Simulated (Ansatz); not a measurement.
## GeH3O (SMILES [O][GeH3]): methods side by side

GeH3O: 5 atoms, total charge 0, spin state doublet. SMILES: `[O][GeH3]`. Geometry: optimised at PBE0/def2-SVP.

Quantity: the adiabatic electron affinity (to the singlet anion, shapes relaxed at PBE0/def2-SVP, no zero-point term), in eV. The values are calculated.

The electron affinity is E(neutral) − E(anion): positive where the electron is bound.

```tsv
level	kind	program	value (eV)
UHF/def2-TZVPP	Hartree–Fock	Ansatz	0.67
USVWN5/def2-TZVPP	LDA	Ansatz	2.97
UBLYP/def2-TZVPP	GGA	Ansatz	2.48
UPBE/def2-TZVPP	GGA	Ansatz	2.60
UB3LYP/def2-TZVPP	global hybrid	Ansatz	2.52
U-wB97M-V/def2-TZVPP	range-separated hybrid	Ansatz	2.46
UCAM-B3LYP/def2-TZVPP	range-separated hybrid	Ansatz	2.49
UB2PLYP/def2-TZVPP	double hybrid	Ansatz	2.55
```

All-electron rows without a relativistic Hamiltonian named are non-relativistic. The values span 0.67 to 2.97 eV.

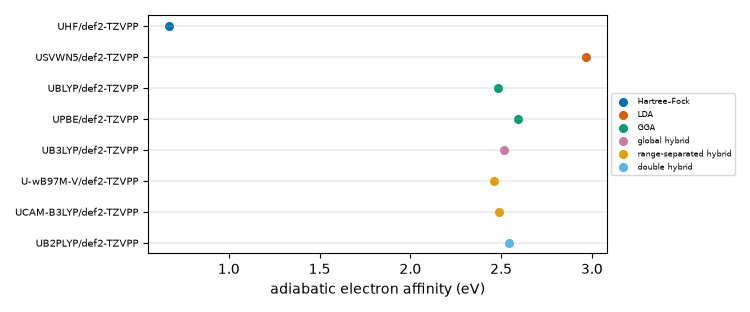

The values of the table, level by level.
